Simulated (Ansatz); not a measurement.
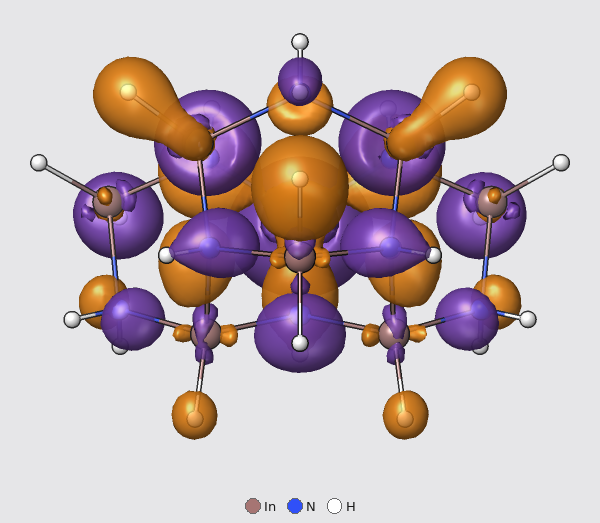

H22In8N8 (In8N8 wurtzite off sphere). The HOMO−1 at ±0.06 Å⁻³ᐟ² (orange and purple are the two phases), seen from one side.

Geometry: PBE-D4/def2-SVP; core potentials replace the inner electrons of In; not at a stationary point (largest force 0.6 eV/Å).

All numbers below come from RKS PBE0-D4/def2-TZVP (Ansatz).

The calculation's input:

```
crystal:
  periodic: [false, false, false]
  atoms:
    - {symbol: In, position_ang: [0.451601, -3.945465, -1.303721]}
    - {symbol: N, position_ang: [0.398059, -3.757750, 0.954525]}
    - {symbol: N, position_ang: [0.450422, -1.750495, -1.719260]}
    - {symbol: In, position_ang: [-1.415048, -0.814885, -1.048443]}
    - {symbol: In, position_ang: [0.516289, -1.766371, 1.970735]}
    - {symbol: N, position_ang: [-1.197236, -0.691974, 1.138316]}
    - {symbol: N, position_ang: [-1.291260, 1.269394, -1.716160]}
    - {symbol: In, position_ang: [-3.189768, 2.369627, -1.296984]}
    - {symbol: In, position_ang: [-1.268900, 1.327965, 1.973869]}
    - {symbol: N, position_ang: [-3.053806, 2.222387, 0.960771]}
    - {symbol: In, position_ang: [2.349450, -0.893155, -1.109001]}
    - {symbol: N, position_ang: [2.183923, -0.730023, 1.052558]}
    - {symbol: N, position_ang: [2.173800, 1.255562, -1.718194]}
    - {symbol: In, position_ang: [0.402404, 2.482843, -1.105717]}
    - {symbol: In, position_ang: [2.391246, 1.377834, 1.803463]}
    - {symbol: N, position_ang: [0.462064, 2.254487, 1.055459]}
    - {symbol: H, position_ang: [-1.100511, -4.603861, -1.742098]}
    - {symbol: H, position_ang: [2.054467, -4.552703, -1.636529]}
    - {symbol: H, position_ang: [-0.460143, -4.221676, 1.290308]}
    - {symbol: H, position_ang: [1.159916, -4.341250, 1.333433]}
    - {symbol: H, position_ang: [0.424509, -1.689902, -2.752551]}
    - {symbol: H, position_ang: [-2.870205, -1.653265, -1.513332]}
    - {symbol: H, position_ang: [0.533893, -2.003823, 3.696094]}
    - {symbol: H, position_ang: [-2.029501, -1.172510, 1.521027]}
    - {symbol: H, position_ang: [-1.252944, 1.218108, -2.749566]}
    - {symbol: H, position_ang: [-4.537713, 1.358335, -1.738588]}
    - {symbol: H, position_ang: [-2.911396, 4.061977, -1.624377]}
    - {symbol: H, position_ang: [-1.463692, 1.459896, 3.699612]}
    - {symbol: H, position_ang: [-3.883984, 1.709011, 1.295053]}
    - {symbol: H, position_ang: [-3.179359, 3.172575, 1.342680]}
    - {symbol: H, position_ang: [3.819009, -1.569008, -1.751442]}
    - {symbol: H, position_ang: [3.033731, -1.181559, 1.432985]}
    - {symbol: H, position_ang: [2.294436, 1.326163, -2.740068]}
    - {symbol: H, position_ang: [3.001107, 1.732325, -1.321271]}
    - {symbol: H, position_ang: [0.553156, 4.094168, -1.745993]}
    - {symbol: H, position_ang: [2.295916, 1.321054, 3.547008]}
    - {symbol: H, position_ang: [3.659292, 2.110364, 0.828040]}
    - {symbol: H, position_ang: [0.496775, 3.215589, 1.437376]}
basis:
  gaussian: {orbitals: def2-TZVP, fitting: {mean_field: def2-universal-jkfit}, initial_orbitals: start.molden}
hamiltonian: {xc: pbe0, dispersion: d4}
scf: {omitted_lower_state_checks: [starts]}
output: {forces: true, orbitals: {seedname: orbitals}}
```

Run with:

```sh
ansatz run in.yaml --threads 2 --pin off --events-out ev --progress --plain --max-ram 22528MiB --backend cuda --devices 0, --max-vram 18GiB
```

Describe this orbital and give its energy.

Answer. It lies mainly on H22 (about 15 %), N3 (about 10 %), N7 (about 10 %) and In4 (about 10 %). Its energy is −7.36 eV.
